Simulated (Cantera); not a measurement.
Feed: 1 mol Si2H6, 0.47 mol Cl2, 27 mol H2, held at 923 K.

These are equilibrium values from Cantera (NASA tables, ideal gas, pure condensed phases), not measurements of a reactor. Candidate condensed phases: Si; 19 gas species. The feed counts by its element totals alone. The tables' values for SiCl3 are old estimates; treat these amounts as uncertain. Kinetics and transport are ignored.

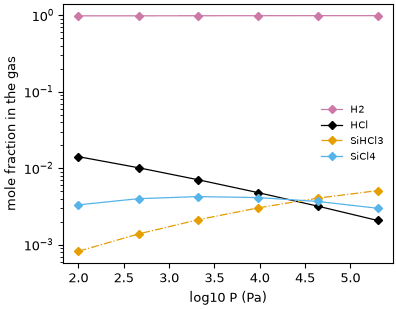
Fig. 1. Equilibrium gas composition (values under 1e-9 drawn at 1e-9)

Question: Read off the mole fractions at 1500 Torr.

Answer: H2 about 0.99, SiHCl3 about 0.0051, SiCl4 about 0.0030, HCl about 0.0021.
